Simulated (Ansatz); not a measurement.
# CsSbSe3 in Amm2, a phase reached by a soft mode: a soft mode frozen in, part 2 of 3

Aim: this structure of CsSbSe3 in Amm2, a phase reached by a soft mode is to be tested for unstable modes, and one is followed downhill.

Ansatz 0.2.0; DFT PBEsol, scalar-relativistic, plane waves, PAW; PAW set soft_1.

So far. Step 4 (The mode frozen in, largest atomic shift 0.22 Å): The run ends at a pressure of 0.00 GPa, with forces up to 0.092 eV/Å. Step 5 (Energy along the mode, all amplitudes (two of the runs …): The lowest of the steps tried is at 0.22 Å, 0.768 meV/atom below the parent; the bottom of the well need not coincide with a step.

The structure was built from a prototype and need not be the compound's stable phase.

## (6) Relaxation from the frozen mode

Starting from the lowest point found, all atoms and the cell are let go, so that strain and other modes of the same symmetry can join in.

The input, input.yaml:

```yaml
crystal:
  lattice:
    - [4.0737724528, 0.0, 0.0]
    - [0.0, 3.9202152947, 4.9660369832]
    - [0.0, -3.9202152947, 4.9660369832]
  atoms:
    - { symbol: Cs, position: [0.0, 0.0217386339, 0.0103328077] }
    - { symbol: Sb, position: [0.5, 0.4015178933, 0.4002760751] }
    - { symbol: Se, position: [0.5, 0.5418292286, 0.0014806014] }
    - { symbol: Se, position: [0.5, 0.0061384977, 0.5114780424] }
    - { symbol: Se, position: [0.0, 0.5463885364, 0.6025079032] }
kpoints:
  mp_grid: { grid: [10, 6, 6] }
hamiltonian:
  xc: pbesol
  pseudopotentials: { kind: paw, azcp: { folder: soft_1 }, xc_functional: pbe }
scf:
  occupations: { method: methfessel_paxton, width: 0.2 }
output:
  forces: true
  stress: true
  eigenvalues: true
relax:
  adjacent_minimum: "off"
  f_tol: 0.002
  max_steps: 120
  cell: { stress_tol: 0.03 }
```

The run is started by

```console
$ ansatz run input.yaml --threads 8 --pin off --max-ram 16384MiB --backend cpu --events-out ev --progress --plain --runs-dir out
```

Numbers of over 12 decimals in the logs are rounded to 6 here.

The log of the run:

```text
[...]
Crystal: 5 atoms, lattice volume = 158.616 Å³
Basis set: ecut = 420 eV, 3113 PW (Γ), exchange–correlation on 60×90×90 points (8 copies of the dense FFT grid, shifted against one another)
Bands: 44, of which v1, the nominal top of the filled ones, is band 36 counted from 1 (35 counted from 0)
Symmetry: 2 space group operations
[...]
k-points: 120 of 360 (time reversal used)
[...]
SCF iter   1: F=—  HF=-28271.151763 eV  |F-HF|=—  |Δ(HF+E_count)|=         —  Δρ=3.55e-2  dr2=5.59e0  ethr=3.10e-3  ⟨swp⟩=7.4  Hψ=21977  notcnv=0
[...]
SCF iter  13: F=-28268.929887 eV  HF=-28268.929887 eV  |F-HF|=1.70e-8  |Δ(HF+E_count)|=   6.52e-8  S|Δr|=    0.00e0  Δρ=2.54e-6  dr2=2.07e-8  ethr=1.39e-10  ⟨swp⟩=13.4  Hψ=28328  notcnv=0
SCF 1 converged in 13 iterations: F = -28268.929887 eV  dr2 = 2.07e-8
[...]
relax step   1: F+E_penalty+E_count = -28268.92988699 eV  Δ(F+E_penalty+E_count) = +0.000e0 eV  max|allowed force component| = 9.106e-2 eV/Å  Δτ_max = 0.0000 Å  P = +0.004 GPa  Ω = 158.616 Å³  (13 SCF iters, dr2 threshold 1.00e-7 eV, accepted)
Crystal: 5 atoms, lattice volume = 158.511 Å³
Basis set: ecut = 420 eV, 3099 PW (Γ), exchange–correlation on 60×90×90 points (8 copies of the dense FFT grid, shifted against one another)
[...]
iter 1 solved again at ethr=2.45e-6 eV; its pass at ethr=3.10e-3 eV (dr2=1.77e-3 eV) is discarded
[...]
SCF iter   5: F=-28268.939702 eV  HF=-28268.939703 eV  |F-HF|=2.83e-7  |Δ(HF+E_count)|=   1.47e-6  S|Δr|=    0.00e0  Δρ=1.24e-5  dr2=4.58e-7  ethr=6.94e-10  ⟨swp⟩=5.9  Hψ=29314  notcnv=0
SCF 2 converged in 5 iterations: F = -28268.939702 eV  dr2 = 4.58e-7
relax step   2: F+E_penalty+E_count = -28268.93970229 eV  Δ(F+E_penalty+E_count) = -9.815e-3 eV  max|allowed force component| = 6.559e-2 eV/Å  Δτ_max = 0.0157 Å  P = +0.009 GPa  Ω = 158.511 Å³  energy of the carried Pulay correction = +6.582e-6 eV  (5 SCF iters, dr2 threshold 5.00e-7 eV, accepted)
Crystal: 5 atoms, lattice volume = 158.455 Å³
[...]
SCF iter   7: F=-28268.951599 eV  HF=-28268.951599 eV  |F-HF|=2.31e-8  |Δ(HF+E_count)|=   1.98e-8  S|Δr|=    0.00e0  Δρ=9.02e-6  dr2=7.94e-8  ethr=3.73e-10  ⟨swp⟩=7.6  Hψ=27455  notcnv=0
SCF 3 converged in 7 iterations: F = -28268.951599 eV  dr2 = 7.94e-8
relax step   3: F+E_penalty+E_count = -28268.95159893 eV  Δ(F+E_penalty+E_count) = -1.190e-2 eV  max|allowed force component| = 1.079e-1 eV/Å  Δτ_max = 0.0661 Å  P = +0.206 GPa  Ω = 158.455 Å³  energy of the carried Pulay correction = +1.010e-5 eV  (7 SCF iters, dr2 threshold 2.69e-7 eV, accepted)
[... from here on, the SCF cycles and remarks between the steps are left out ...]
relax step   4: F+E_penalty+E_count = -28268.96961129 eV  Δ(F+E_penalty+E_count) = -1.801e-2 eV  max|allowed force component| = 1.299e-1 eV/Å  Δτ_max = 0.1905 Å  P = +0.632 GPa  Ω = 159.884 Å³  energy of the carried Pulay correction = -7.945e-5 eV  (10 SCF iters, dr2 threshold 5.00e-7 eV, accepted)
relax step   5: F+E_penalty+E_count = -28268.98132091 eV  Δ(F+E_penalty+E_count) = -1.171e-2 eV  max|allowed force component| = 1.119e-1 eV/Å  Δτ_max = 0.0933 Å  P = +0.068 GPa  Ω = 163.854 Å³  energy of the carried Pulay correction = -3.241e-4 eV  (10 SCF iters, dr2 threshold 5.00e-7 eV, accepted)
relax step   6: F+E_penalty+E_count = -28268.98540026 eV  Δ(F+E_penalty+E_count) = -4.079e-3 eV  max|allowed force component| = 5.490e-2 eV/Å  Δτ_max = 0.0439 Å  P = -0.200 GPa  Ω = 165.443 Å³  energy of the carried Pulay correction = -4.204e-4 eV  (9 SCF iters, dr2 threshold 5.00e-7 eV, accepted)
relax step   7: F+E_penalty+E_count = -28268.98822201 eV  Δ(F+E_penalty+E_count) = -2.822e-3 eV  max|allowed force component| = 2.633e-2 eV/Å  Δτ_max = 0.0203 Å  P = -0.070 GPa  Ω = 165.937 Å³  energy of the carried Pulay correction = -4.501e-4 eV  (8 SCF iters, dr2 threshold 3.90e-7 eV, accepted)
relax step   8: F+E_penalty+E_count = -28268.98971051 eV  Δ(F+E_penalty+E_count) = -1.488e-3 eV  max|allowed force component| = 3.863e-2 eV/Å  Δτ_max = 0.0434 Å  P = +0.048 GPa  Ω = 166.780 Å³  energy of the carried Pulay correction = -5.006e-4 eV  (10 SCF iters, dr2 threshold 1.14e-7 eV, accepted)
relax step   9: F+E_penalty+E_count = -28268.99012815 eV  Δ(F+E_penalty+E_count) = -4.176e-4 eV  max|allowed force component| = 1.433e-2 eV/Å  Δτ_max = 0.0133 Å  P = +0.029 GPa  Ω = 166.736 Å³  energy of the carried Pulay correction = -4.980e-4 eV  (8 SCF iters, dr2 threshold 9.33e-8 eV, accepted)
relax step  10: F+E_penalty+E_count = -28268.99058864 eV  Δ(F+E_penalty+E_count) = -4.605e-4 eV  max|allowed force component| = 8.369e-2 eV/Å  Δτ_max = 0.0190 Å  P = -0.058 GPa  Ω = 167.244 Å³  energy of the carried Pulay correction = -5.283e-4 eV  (10 SCF iters, dr2 threshold 1.87e-8 eV, accepted)
relax step  11: F+E_penalty+E_count = -28268.99135263 eV  Δ(F+E_penalty+E_count) = -7.640e-4 eV  max|allowed force component| = 7.508e-2 eV/Å  Δτ_max = 0.0168 Å  P = -0.041 GPa  Ω = 167.598 Å³  energy of the carried Pulay correction = -5.494e-4 eV  (8 SCF iters, dr2 threshold 4.38e-7 eV, accepted)
relax step  12: F+E_penalty+E_count = -28268.99470657 eV  Δ(F+E_penalty+E_count) = -3.354e-3 eV  max|allowed force component| = 6.078e-2 eV/Å  Δτ_max = 0.0955 Å  P = +0.008 GPa  Ω = 169.262 Å³  energy of the carried Pulay correction = -6.479e-4 eV  (10 SCF iters, dr2 threshold 3.52e-7 eV, accepted)
relax step  13: F+E_penalty+E_count = -28268.99349582 eV  Δ(F+E_penalty+E_count) = +1.211e-3 eV  max|allowed force component| = 1.204e-1 eV/Å  Δτ_max = 0.1008 Å  P = -0.070 GPa  Ω = 170.136 Å³  energy of the carried Pulay correction = -6.992e-4 eV  (10 SCF iters, dr2 threshold 2.31e-7 eV, rejected (line search))
relax step  14: F+E_penalty+E_count = -28268.99609869 eV  Δ(F+E_penalty+E_count) = -1.392e-3 eV  max|allowed force component| = 4.570e-2 eV/Å  Δτ_max = 0.0553 Å  P = +0.003 GPa  Ω = 169.278 Å³  energy of the carried Pulay correction = -6.488e-4 eV  (16 SCF iters, accepted)
relax step  15: F+E_penalty+E_count = -28268.98973053 eV  Δ(F+E_penalty+E_count) = +6.368e-3 eV  max|allowed force component| = 1.806e-1 eV/Å  Δτ_max = 0.0855 Å  P = +0.063 GPa  Ω = 168.802 Å³  energy of the carried Pulay correction = -6.207e-4 eV  (10 SCF iters, dr2 threshold 1.31e-7 eV, rejected (line search))
[...]
relax step  20: F+E_penalty+E_count = -28268.99700851 eV  Δ(F+E_penalty+E_count) = -7.553e-6 eV  max|allowed force component| = 2.016e-3 eV/Å  Δτ_max = 0.0032 Å  P = -0.008 GPa  Ω = 169.113 Å³  energy of the carried Pulay correction = -6.391e-4 eV  (9 SCF iters, dr2 threshold 9.91e-10 eV, accepted)
relax step  21: F+E_penalty+E_count = -28268.99701525 eV  Δ(F+E_penalty+E_count) = -6.733e-6 eV  max|allowed force component| = 1.385e-3 eV/Å  Δτ_max = 0.0034 Å  P = -0.000 GPa  Ω = 169.088 Å³  energy of the carried Pulay correction = -6.376e-4 eV  (10 SCF iters, dr2 threshold 2.54e-10 eV, accepted)
relax step  22: F+E_penalty+E_count = -28269.00527655 eV  Δ(F+E_penalty+E_count) = -8.261e-3 eV  max|allowed force component| = 1.417e-3 eV/Å  Δτ_max = 0.0000 Å  P = +0.087 GPa  Ω = 169.088 Å³  stress off target by 2.25e-1 GPa  SCF on the basis re-selected at this cell (its energy is not comparable with the rows above)  (13 SCF iters)
relax step  23: F+E_penalty+E_count = -28269.00980209 eV  Δ(F+E_penalty+E_count) = -4.526e-3 eV  max|allowed force component| = 2.858e-2 eV/Å  Δτ_max = 0.0876 Å  P = +0.153 GPa  Ω = 169.131 Å³  energy of the carried Pulay correction = -2.125e-6 eV  (10 SCF iters, dr2 threshold 1.27e-7 eV, accepted)
relax step  24: F+E_penalty+E_count = -28269.01181841 eV  Δ(F+E_penalty+E_count) = -2.016e-3 eV  max|allowed force component| = 6.922e-2 eV/Å  Δτ_max = 0.1100 Å  P = +0.013 GPa  Ω = 169.829 Å³  energy of the carried Pulay correction = -4.191e-5 eV  (8 SCF iters, dr2 threshold 2.75e-7 eV, accepted)
relax step  25: F+E_penalty+E_count = -28269.01333863 eV  Δ(F+E_penalty+E_count) = -1.520e-3 eV  max|allowed force component| = 1.033e-1 eV/Å  Δτ_max = 0.0587 Å  P = -0.064 GPa  Ω = 170.346 Å³  energy of the carried Pulay correction = -7.093e-5 eV  (7 SCF iters, dr2 threshold 2.99e-7 eV, accepted)
relax step  26: F+E_penalty+E_count = -28269.01555856 eV  Δ(F+E_penalty+E_count) = -2.220e-3 eV  max|allowed force component| = 6.214e-2 eV/Å  Δτ_max = 0.0493 Å  P = -0.018 GPa  Ω = 170.453 Å³  energy of the carried Pulay correction = -7.688e-5 eV  (7 SCF iters, dr2 threshold 5.00e-7 eV, accepted)
relax step  27: F+E_penalty+E_count = -28269.01641789 eV  Δ(F+E_penalty+E_count) = -8.593e-4 eV  max|allowed force component| = 4.448e-2 eV/Å  Δτ_max = 0.0422 Å  P = +0.091 GPa  Ω = 170.795 Å³  energy of the carried Pulay correction = -9.591e-5 eV  (7 SCF iters, dr2 threshold 2.41e-7 eV, accepted)
relax step  28: F+E_penalty+E_count = -28269.01701508 eV  Δ(F+E_penalty+E_count) = -5.972e-4 eV  max|allowed force component| = 1.266e-2 eV/Å  Δτ_max = 0.0119 Å  P = -0.022 GPa  Ω = 170.789 Å³  energy of the carried Pulay correction = -9.552e-5 eV  (6 SCF iters, dr2 threshold 1.24e-7 eV, accepted)
relax step  29: F+E_penalty+E_count = -28269.01709043 eV  Δ(F+E_penalty+E_count) = -7.535e-5 eV  max|allowed force component| = 1.120e-2 eV/Å  Δτ_max = 0.0120 Å  P = -0.019 GPa  Ω = 170.714 Å³  energy of the carried Pulay correction = -9.103e-5 eV  (7 SCF iters, dr2 threshold 1.00e-8 eV, accepted)
relax step  30: F+E_penalty+E_count = -28269.01714208 eV  Δ(F+E_penalty+E_count) = -5.165e-5 eV  max|allowed force component| = 8.411e-3 eV/Å  Δτ_max = 0.0051 Å  P = +0.015 GPa  Ω = 170.588 Å³  energy of the carried Pulay correction = -8.370e-5 eV  (6 SCF iters, dr2 threshold 7.84e-9 eV, accepted)
relax step  31: F+E_penalty+E_count = -28269.01716295 eV  Δ(F+E_penalty+E_count) = -2.087e-5 eV  max|allowed force component| = 6.049e-3 eV/Å  Δτ_max = 0.0041 Å  P = -0.009 GPa  Ω = 170.604 Å³  energy of the carried Pulay correction = -8.467e-5 eV  (7 SCF iters, dr2 threshold 4.42e-9 eV, accepted)
relax step  32: F+E_penalty+E_count = -28269.01715430 eV  Δ(F+E_penalty+E_count) = +8.649e-6 eV  max|allowed force component| = 8.098e-3 eV/Å  Δτ_max = 0.0034 Å  P = -0.004 GPa  Ω = 170.643 Å³  energy of the carried Pulay correction = -8.689e-5 eV  (7 SCF iters, dr2 threshold 2.29e-9 eV, rejected (line search))
relax step  33: F+E_penalty+E_count = -28269.01716955 eV  Δ(F+E_penalty+E_count) = -6.606e-6 eV  max|allowed force component| = 2.546e-3 eV/Å  Δτ_max = 0.0016 Å  P = +0.001 GPa  Ω = 170.594 Å³  energy of the carried Pulay correction = -8.411e-5 eV  (9 SCF iters, accepted)
relax step  34: F+E_penalty+E_count = -28269.01716237 eV  Δ(F+E_penalty+E_count) = +7.186e-6 eV  max|allowed force component| = 1.113e-2 eV/Å  Δτ_max = 0.0012 Å  P = -0.003 GPa  Ω = 170.608 Å³  energy of the carried Pulay correction = -8.491e-5 eV  (7 SCF iters, dr2 threshold 4.05e-10 eV, rejected (line search))
relax step  35: F+E_penalty+E_count = -28269.01717003 eV  Δ(F+E_penalty+E_count) = -4.812e-7 eV  max|allowed force component| = 2.075e-4 eV/Å  Δτ_max = 0.0005 Å  P = -0.000 GPa  Ω = 170.596 Å³  energy of the carried Pulay correction = -8.418e-5 eV  (8 SCF iters, accepted)
Basis set: ecut = 420 eV, 3315 PW (Γ), exchange–correlation on 60×108×72 points (8 copies of the dense FFT grid, shifted against one another)
[...]
SCF iter  10: F=-28269.017496 eV  HF=-28269.017496 eV  |F-HF|=7.28e-12  |Δ(HF+E_count)|=  2.18e-11  S|Δr|=    0.00e0  Δρ=2.10e-8  dr2=1.56e-12  ethr=1.00e-12  ⟨swp⟩=6.1  Hψ=23399  notcnv=0
SCF 36 converged in 10 iterations: F = -28269.017496 eV  dr2 = 1.56e-12
relax step  36: F+E_penalty+E_count = -28269.01749649 eV  Δ(F+E_penalty+E_count) = -3.265e-4 eV  max|allowed force component| = 4.205e-4 eV/Å  Δτ_max = 0.0000 Å  P = +0.003 GPa  Ω = 170.596 Å³  stress off target by 9.78e-3 GPa  SCF on the basis re-selected at this cell (its energy is not comparable with the rows above)  (10 SCF iters)
[...]
SCF converged after 10 iterations
[...]
Free energy (F): -28269.017496 eV
[...]
Internal energy: -28269.021147 eV  (E = F + TS)
E sigma→0 (E₀):  -28269.018409 eV
Entropy (-TS):   0.003650 eV (0.730 meV/atom)
Fermi energy:    5.933436 eV
Step filling:    the computed levels leave a gap of 0.2194 eV = 1.1 smearing widths at the electron count; against every level under it full and every level over it empty, smearing changes F+E_penalty+E_count by +1.147 meV and its σ→0 estimate by +0.234 meV
[...]
--- Forces (eV/Å), atoms counted from 1 ---
  atom   1  Cs     0.00000000    -0.00007111    -0.00012051
  atom   2  Sb     0.00000000    -0.00042044    -0.00029709
  atom   3  Se    -0.00000000     0.00006156     0.00021392
  atom   4  Se     0.00000000     0.00025077     0.00033746
  atom   5  Se    -0.00000000     0.00017936    -0.00013385
  max |Σ_I F_I| component: 1.51e-7 eV/Å
--- Stress (GPa, compression-positive) ---
        0.000253       0.000000       0.000000
        0.000000       0.001904       0.005320
        0.000000       0.005319       0.006191
  P = ⅓ Tr σ = 0.0028 GPa (0.028 kbar)
--- Band table (eV; the first three rows and the last of 120) ---
  k-point 0: bands = [... 32 lower, 4.4699, 5.0660, 5.1506, 5.6422, 6.0612, 7.5683, 8.1509, 9.1948, ... 4 higher]
  k-point 1: bands = [... 32 lower, 4.2576, 4.8907, 4.9311, 5.4884, 6.1498, 7.8848, 8.4787, 9.4452, ... 4 higher]
  k-point 2: bands = [... 32 lower, 4.1813, 4.4323, 4.6336, 5.3252, 6.4911, 8.4504, 9.0465, 9.3435, ... 4 higher]
  k-point 119: bands = [... 32 lower, 4.2772, 4.9542, 5.0728, 5.8007, 6.4192, 8.2883, 8.9338, 9.4770, ... 4 higher]
--- Relaxed structure (34 steps of the walk, 30 accepted, 2 SCFs on fresh bases) ---
  F+E_penalty+E_count = -28269.01749649 eV   max|allowed force component| = 4.205e-4 eV/Å   (the final SCF, on the basis selected at the relaxed cell)
  cell:  # Å, volume = 170.5957 Å³
    - [4.279398, 0.0, 0.0]
    - [0.0, 4.886587, 6.321914]
    - [0.0, -2.733148, 4.621978]
  atoms:
    - { symbol: Cs, position: [0.0, -0.052078, 0.053714] }
    - { symbol: Sb, position: [0.5, 0.399067, 0.412510] }
    - { symbol: Se, position: [0.5, 0.606781, -0.077380] }
    - { symbol: Se, position: [0.5, 0.077605, 0.483552] }
    - { symbol: Se, position: [0.0, 0.486238, 0.653679] }
```

It took 9 min on 8 threads of Arm Neoverse V2, shared host; peak memory 1.1 GiB.

The steps of the relaxation (22 of 36):

| step | energy less that of the first step (eV) | largest force component (eV/Å) | pressure (GPa) | volume (Å³) |
| --- | --- | --- | --- | --- |
| 1 | 0.0000 | 0.0911 | 0.00 | 158.62 |
| 3 | -0.0217 | 0.1079 | 0.21 | 158.46 |
| 4 | -0.0397 | 0.1299 | 0.63 | 159.88 |
| 6 | -0.0555 | 0.0549 | -0.20 | 165.44 |
| 8 | -0.0598 | 0.0386 | 0.05 | 166.78 |
| 9 | -0.0602 | 0.0143 | 0.03 | 166.74 |
| 11 | -0.0615 | 0.0751 | -0.04 | 167.60 |
| 13 | -0.0636 | 0.1204 | -0.07 | 170.14 |
| 14 | -0.0662 | 0.0457 | 0.00 | 169.28 |
| 16 | -0.0666 | 0.0321 | 0.00 | 169.09 |
| 18 | -0.0671 | 0.0091 | 0.00 | 169.07 |
| 19 | -0.0671 | 0.0040 | 0.00 | 169.10 |
| 21 | -0.0671 | 0.0014 | 0.00 | 169.09 |
| 23 | -0.0799 | 0.0286 | 0.15 | 169.13 |
| 24 | -0.0819 | 0.0692 | 0.01 | 169.83 |
| 26 | -0.0857 | 0.0621 | -0.02 | 170.45 |
| 28 | -0.0871 | 0.0127 | -0.02 | 170.79 |
| 29 | -0.0872 | 0.0112 | -0.02 | 170.71 |
| 31 | -0.0873 | 0.0060 | -0.01 | 170.60 |
| 33 | -0.0873 | 0.0025 | 0.00 | 170.59 |
| 34 | -0.0873 | 0.0111 | 0.00 | 170.61 |
| 36* | -0.0876 | 0.0004 | 0.00 | 170.60 |

Relaxation steps marked * repeat the geometry before them on a plane-wave basis chosen anew for their cell, so energy and pressure can jump there. Other such steps can lie between the rows shown. Relaxation steps 13, 15, 32, 34 were tried and not accepted.

The run keeps the 2 symmetry operations that it works with, so distortions that break them were not tested.

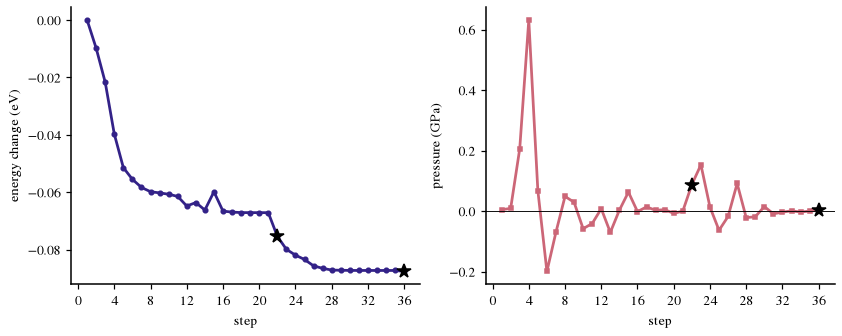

Energy and pressure along the relaxation. Stars mark steps on a basis chosen anew.

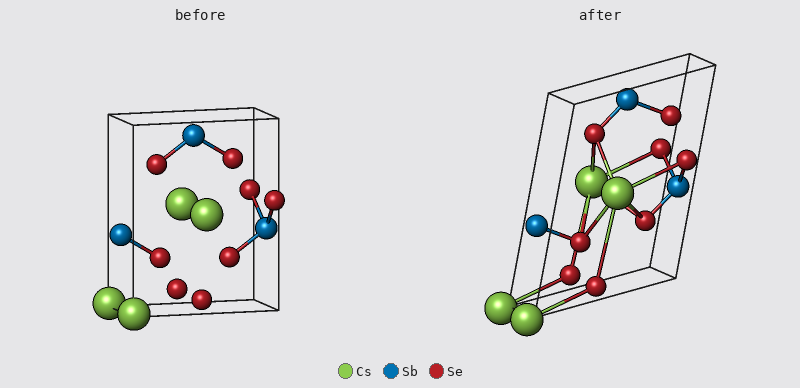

The structure before and after the relaxation, drawn at the same scale.

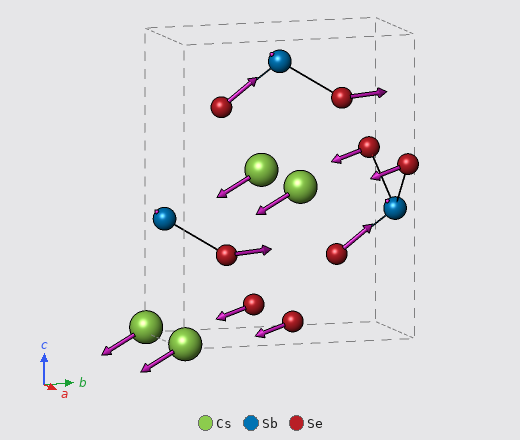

Displacements in the relaxation, exaggerated, measured against the changing cell; the longest in the cell stands for 0.55 Å. Some periodic images of atoms are drawn too.

| cell as run | before | after | change |
| --- | --- | --- | --- |
| a (Å) | 4.074 | 4.279 | +5.0 % |
| b (Å) | 6.327 | 7.990 | +26.3 % |
| c (Å) | 6.327 | 5.370 | -15.1 % |
| α (°) | 76.58 | 68.30 | -10.8 % |
| volume (Å³/atom) | 31.72 | 34.12 | +7.6 % |

The atoms that moved most (Å, as changes of fractional coordinates times the final cell):

| atom | dx | dy | dz | length |
| --- | --- | --- | --- | --- |
| Cs1 | 0.000 | -0.479 | -0.266 | 0.548 |
| Se3 | 0.000 | 0.533 | 0.046 | 0.535 |
| Se4 | 0.000 | 0.426 | 0.323 | 0.534 |
| Se5 | 0.000 | -0.434 | -0.144 | 0.457 |
| Sb2 | 0.000 | -0.045 | 0.041 | 0.061 |

Final coordinates:

```cif
data_structure
_symmetry_space_group_name_H-M 'P 1'
_symmetry_Int_Tables_number 1
_cell_length_a 4.2794
_cell_length_b 7.9903
_cell_length_c 5.3696
_cell_angle_alpha 68.300
_cell_angle_beta 90.000
_cell_angle_gamma 90.000
_cell_volume 170.60
loop_
_atom_site_label
_atom_site_type_symbol
_atom_site_fract_x
_atom_site_fract_y
_atom_site_fract_z
_atom_site_occupancy
Cs1 Cs 0.00000 0.94792 0.05371 1
Sb2 Sb 0.50000 0.39907 0.41251 1
Se3 Se 0.50000 0.60678 0.92262 1
Se4 Se 0.50000 0.07761 0.48355 1
Se5 Se 0.00000 0.48624 0.65368 1
```

This step gave:

```
pressure          : 0.002783 GPa
volume per atom   : 34.12 Å³
gap on the k-mesh : 0.2194 eV
```

The distorted start has space group Pm; the relaxation ends in Pm.

(Part 2 of 3 ends here.)

[Logs are printed without paths, hosts, clocks, repeated set-up lines and the standing remarks that a program may print on its own settings, such as how far it seeks lower states.]

[Hosts, paths, dates, database ids (printed as entryN), source tags and the programs' standing remarks are cut or masked in the printed files.]
